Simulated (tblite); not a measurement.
**Geometry relaxation, with input and output: C$_{3}$H$_{6}$AlBS (part 1 of 2)**

The run: geometry relaxation of C$_{3}$H$_{6}$AlBS, SMILES C#[C][AlH][S]BC. Method and program: GFN2-xTB geometry optimisation, gas phase (tblite 0.8.0).

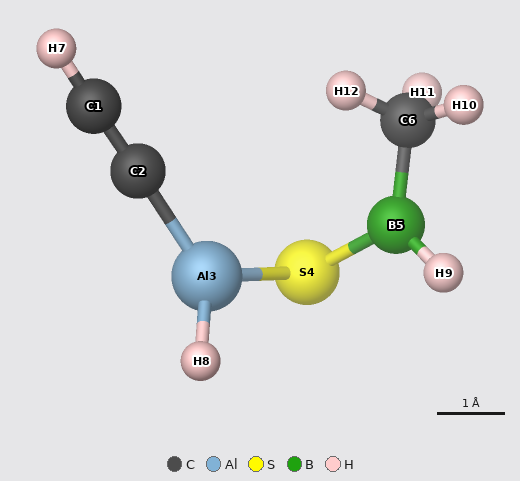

Fig. 1: The starting structure (ball-and-stick view, seen at a tilt; atoms are numbered from 1 in the order of the input). Sticks mark near contacts.

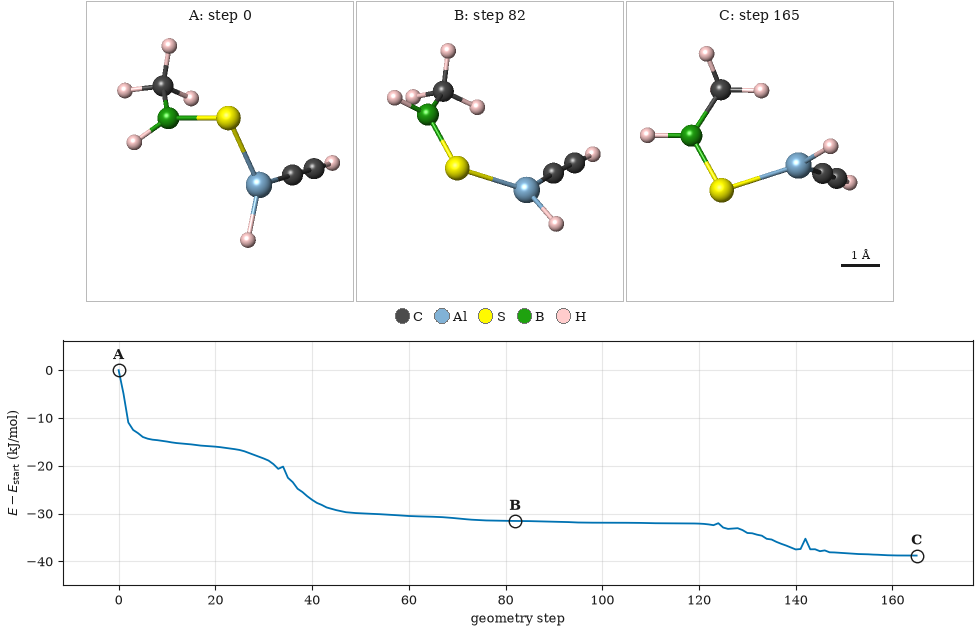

Fig. 2: Frames of the relaxation (ball-and-stick view, seen at an oblique angle) above the curves, on which the letters mark them (steps are counted from 0).

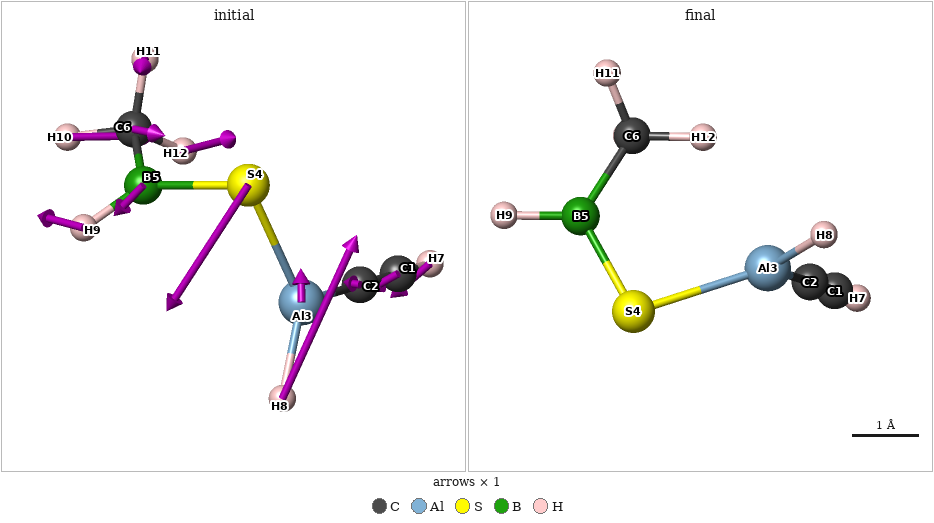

Fig. 3: Before (left) and after (right) the relaxation, at one scale (ball-and-stick view, seen at an oblique angle). The pink arrows give the displacements, at true length. The largest move after the best rigid fit is that of H8, 2.81 Å. By element the largest moves are H 2.81 Å, S 2.40 Å, B 0.73 Å, C 0.63 Å, Al 0.52 Å. Distances before and after: S4–B5 1.869 → 1.776 Å, Al3–H8 1.590 → 1.537 Å, Al3–S4 2.266 → 2.219 Å, C6–H11 1.109 → 1.089 Å. Among the angles that change: C2–Al3–H8 120.0° → 124.1°, S4–Al3–H8 120.1° → 116.1°, B5–C6–H11 109.1° → 112.8°. The energy falls by 38.8 kJ/mol in 165 geometry steps. Largest force component: 1.3 eV/Å at the start, 0.008 eV/Å at the end. (Atoms are counted from 1 in the order of the input.)

The input that produced these results follows, with the program's output.

### The input
```
{"job": {"kind": "relax", "xc": "GFN2-xTB", "basis": "xTB"}, "charge": 0, "multiplicity": 1}
C      3.017800     1.118200    -0.334000
C      2.328800     0.131600    -0.253000
Al     1.251000    -1.473000    -0.093800
S     -0.394500    -1.564100     1.461100
B     -1.634100    -0.722500     0.343600
C     -1.795700     0.857100     0.367900
H      3.602800     1.997100    -0.415800
H      1.418400    -2.650200    -1.148700
H     -2.300300    -1.370800    -0.387600
H     -2.573500     1.169300    -0.350900
H     -2.090800     1.176400     1.388500
H     -0.828800     1.330100     0.102700
```

The first line tells a small driver script what to run in tblite; the rest is the geometry in Å.

Launched with:
```bash
OMP_NUM_THREADS=1 python <driver script> task.json out
```

### Log
```
step      E/eV     max force
  0    -407.68354    1.323
  1    -407.73426    1.586
  2    -407.79688    0.717
  3    -407.81310    0.344
  4    -407.81997    0.211
  5    -407.82834    0.240
  6    -407.83204    0.186
  7    -407.83417    0.111
  8    -407.83523    0.099
  9    -407.83664    0.111
 10    -407.83827    0.132
 11    -407.84010    0.137
 12    -407.84152    0.104
 13    -407.84248    0.105
 14    -407.84330    0.114
 15    -407.84437    0.108
 16    -407.84574    0.106
 17    -407.84702    0.091
 18    -407.84788    0.071
 19    -407.84852    0.090
 20    -407.84929    0.111
 21    -407.85039    0.104
 22    -407.85180    0.094
 23    -407.85327    0.099
 24    -407.85471    0.134
 25    -407.85648    0.170
 26    -407.85928    0.179
 27    -407.86313    0.246
 28    -407.86713    0.261
 29    -407.87109    0.203
 30    -407.87498    0.187
 31    -407.87950    0.196
 32    -407.88712    0.256
 33    -407.89742    0.622
 34    -407.89251    0.650
 35    -407.91674    0.284
 36    -407.92620    0.192
 37    -407.94051    0.275
 38    -407.94759    0.223
 39    -407.95672    0.204
 40    -407.96453    0.213
 41    -407.97121    0.176
 42    -407.97559    0.188
 43    -407.98101    0.183
 44    -407.98396    0.160
 45    -407.98688    0.145
 46    -407.98907    0.112
 47    -407.99136    0.117
 48    -407.99236    0.081
 49    -407.99319    0.076
 50    -407.99377    0.057
 51    -407.99422    0.051
 52    -407.99463    0.056
 53    -407.99509    0.067
 54    -407.99564    0.071
 55    -407.99622    0.063
 56    -407.99685    0.073
 57    -407.99748    0.082
 58    -407.99815    0.078
 59    -407.99890    0.084
 60    -407.99957    0.067
 61    -408.00002    0.060
 62    -408.00032    0.058
 63    -408.00058    0.045
 64    -408.00087    0.051
 65    -408.00120    0.055
 66    -408.00166    0.079
 67    -408.00211    0.094
 68    -408.00284    0.099
 69    -408.00376    0.088
 70    -408.00480    0.075
 71    -408.00575    0.096
 72    -408.00671    0.122
 73    -408.00757    0.098
 74    -408.00812    0.080
 75    -408.00870    0.051
 76    -408.00920    0.048
 77    -408.00943    0.052
 78    -408.00978    0.040
 79    -408.00997    0.030
 80    -408.01010    0.042
 81    -408.01018    0.025
 82    -408.01026    0.024
 83    -408.01035    0.030
 84    -408.01048    0.039
 85    -408.01066    0.045
 86    -408.01089    0.040
 87    -408.01115    0.033
 88    -408.01136    0.032
 89    -408.01152    0.037
 90    -408.01166    0.038
 91    -408.01185    0.039
 92    -408.01220    0.041
 93    -408.01274    0.045
 94    -408.01332    0.050
 95    -408.01366    0.047
 96    -408.01384    0.034
 97    -408.01395    0.040
 98    -408.01404    0.022
 99    -408.01410    0.025
100    -408.01415    0.031
101    -408.01418    0.035
102    -408.01420    0.023
103    -408.01422    0.014
104    -408.01424    0.015
105    -408.01425    0.019
106    -408.01427    0.024
107    -408.01437    0.037
108    -408.01454    0.046
109    -408.01482    0.047
110    -408.01508    0.035
111    -408.01522    0.026
112    -408.01526    0.011
113    -408.01527    0.011
114    -408.01530    0.020
115    -408.01534    0.031
116    -408.01543    0.036
117    -408.01553    0.035
118    -408.01563    0.046
119    -408.01578    0.060
120    -408.01606    0.077
121    -408.01666    0.098
122    -408.01779    0.132
123    -408.01945    0.167
124    -408.01519    0.364
125    -408.02459    0.175
126    -408.02752    0.108
127    -408.02678    0.300
128    -408.02598    0.394
129    -408.03010    0.168
130    -408.03636    0.114
131    -408.03699    0.209
132    -408.04006    0.131
133    -408.04224    0.205
134    -408.04903    0.098
135    -408.05048    0.224
136    -408.05560    0.088
137    -408.05980    0.091
138    -408.06353    0.195
139    -408.06788    0.218
140    -408.07207    0.459
141    -408.07109    0.217
142    -408.04875    1.319
143    -408.07171    0.322
144    -408.07162    0.298
145    -408.07582    0.121
146    -408.07412    0.339
147    -408.07823    0.177
148    -408.07854    0.080
149    -408.07927    0.064
150    -408.07990    0.080
151    -408.08089    0.095
152    -408.08157    0.094
153    -408.08199    0.101
154    -408.08229    0.044
155    -408.08257    0.038
156    -408.08317    0.049
157    -408.08351    0.043
158    -408.08411    0.057
159    -408.08459    0.085
160    -408.08495    0.049
161    -408.08510    0.071
162    -408.08519    0.036
163    -408.08524    0.015
164    -408.08526    0.019
165    -408.08528    0.008
```

### Trajectory as extended XYZ (Å, eV, eV/Å), 18 of the 166 frames kept, from step=0 to step=165
```
12
Properties=species:S:1:pos:R:3:forces:R:3 step=0 energy=-407.68354
C     3.0178    1.1182   -0.3340    0.3730   0.6520  -0.0450
C     2.3288    0.1316   -0.2530   -0.2880  -0.4960   0.0810
Al    1.2510   -1.4730   -0.0938   -0.7270  -0.3320   0.1760
S    -0.3945   -1.5641    1.4611    0.0570   0.3900  -1.2630
B    -1.6341   -0.7225    0.3436    0.4650  -0.1110   0.1760
C    -1.7957    0.8571    0.3679   -0.0930  -0.4240   0.0600
H     3.6028    1.9971   -0.4158   -0.0410  -0.1150   0.0060
H     1.4184   -2.6502   -1.1487   -0.0770   0.3200   0.4730
H    -2.3003   -1.3708   -0.3876    0.1880  -0.0020   0.2980
H    -2.5735    1.1693   -0.3509    0.4580   0.1030   0.4430
H    -2.0908    1.1764    1.3885    0.2850   0.0590  -0.6780
H    -0.8288    1.3301    0.1027   -0.6010  -0.0440   0.2740
12
Properties=species:S:1:pos:R:3:forces:R:3 step=10 energy=-407.83827
C     3.0059    1.1281   -0.3314    0.0210   0.0250  -0.0030
C     2.3286    0.1276   -0.2428   -0.0260  -0.0030  -0.0240
Al    1.2169   -1.4555   -0.1147    0.1010  -0.0050  -0.0690
S    -0.3821   -1.5526    1.3536   -0.0950   0.0030   0.0370
B    -1.6099   -0.7283    0.3145   -0.0840  -0.0180  -0.0520
C    -1.7915    0.8362    0.3652    0.0310  -0.1250  -0.0280
H     3.6072    1.9897   -0.4157    0.0290   0.0470   0.0050
H     1.3959   -2.6443   -1.0703   -0.0130  -0.0300   0.0430
H    -2.2995   -1.4118   -0.3509    0.0190   0.0890   0.0750
H    -2.5539    1.1914   -0.3246    0.0360   0.0490   0.0210
H    -2.0645    1.1754    1.3647    0.0090  -0.0400  -0.0080
H    -0.8520    1.3434    0.1323   -0.0290   0.0080   0.0020
12
Properties=species:S:1:pos:R:3:forces:R:3 step=19 energy=-407.84852
C     3.0200    1.1514   -0.3368   -0.0100   0.0060  -0.0080
C     2.3306    0.1560   -0.2785    0.0220  -0.0130  -0.0180
Al    1.2393   -1.4421   -0.1182    0.0030   0.0000  -0.0390
S    -0.3932   -1.5638    1.3145   -0.0900  -0.0070  -0.0060
B    -1.6318   -0.7365    0.2914   -0.0350   0.0130  -0.0190
C    -1.7806    0.8270    0.3521    0.0230  -0.0150   0.0120
H     3.6220    2.0157   -0.4039    0.0010   0.0040   0.0050
H     1.3890   -2.6890   -1.0050    0.0670   0.0150   0.0080
H    -2.3693   -1.4045   -0.3282   -0.0080  -0.0050   0.0340
H    -2.5375    1.2300   -0.3178    0.0120  -0.0370   0.0290
H    -2.0477    1.1163    1.3695   -0.0120   0.0530  -0.0180
H    -0.8396    1.3387    0.1410    0.0260  -0.0160   0.0190
12
Properties=species:S:1:pos:R:3:forces:R:3 step=29 energy=-407.87109
C     3.0265    1.1931   -0.3706    0.0080   0.0020   0.0280
C     2.3595    0.1811   -0.3987   -0.1070   0.0640   0.1140
Al    1.2631   -1.3994   -0.1372    0.1170  -0.1540  -0.0620
S    -0.4789   -1.6885    1.1493   -0.0830   0.0090  -0.0960
B    -1.7633   -0.7571    0.2934    0.0350   0.0810  -0.0270
C    -1.7581    0.8149    0.3566    0.0360   0.0570   0.0230
H     3.6253    2.0620   -0.3691    0.0110   0.0090  -0.0560
H     1.6053   -2.7238   -0.8484   -0.0250   0.0560   0.0170
H    -2.6278   -1.3556   -0.2270    0.0150   0.0030   0.1130
H    -2.4583    1.2942   -0.3252    0.0130  -0.0470   0.0190
H    -2.0231    1.1321    1.3669   -0.0820  -0.0290   0.0030
H    -0.7690    1.2463    0.1899    0.0640  -0.0500  -0.0750
12
Properties=species:S:1:pos:R:3:forces:R:3 step=39 energy=-407.95672
C     2.9965    1.2497   -0.3846   -0.0320   0.0790  -0.0060
C     2.2380    0.3043   -0.3665    0.0880  -0.0620   0.0440
Al    1.3578   -1.4151   -0.1880    0.0360  -0.0810  -0.0410
S    -0.6554   -1.9406    0.4919   -0.1780  -0.0980  -0.0230
B    -1.9693   -0.7496    0.3002    0.0950   0.0130   0.0350
C    -1.6942    0.7986    0.3621    0.0370   0.0050   0.0120
H     3.6136    2.1053   -0.4203   -0.0010   0.0070  -0.0160
H     2.0625   -2.7512   -0.5373   -0.0690   0.1520   0.0290
H    -3.0448   -1.1951    0.2146   -0.0780   0.0000   0.0130
H    -2.2551    1.3868   -0.3599   -0.0540  -0.1010  -0.1370
H    -2.0138    1.1847    1.3330    0.1310  -0.0660   0.0150
H    -0.6348    1.0215    0.2348    0.0240   0.1510   0.0740
```
